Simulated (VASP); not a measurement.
Band structure of WS$_{2}$ (2H layered). Computed with r2SCAN meta-GGA, VASP's PBE PAW potentials (set 64) (plane waves; VASP).

Unless said otherwise, spin-orbit coupling is left out, though it shifts the bands of the heavy elements here.

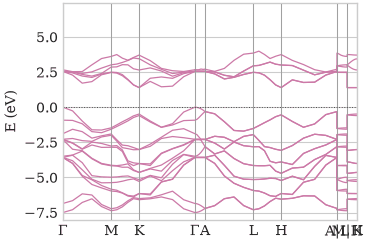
Figure: Bands along high-symmetry lines, zero at the valence-band maximum or, without a gap, the Fermi level

Read the plot: is there a gap, and where are the band edges?

The gap is indirect, 1.40 eV, from the valence maximum at Γ to the conduction minimum at K.

The compound is WS2 in the 2H layered structure. It was relaxed first, which changed the volume by +8 %.
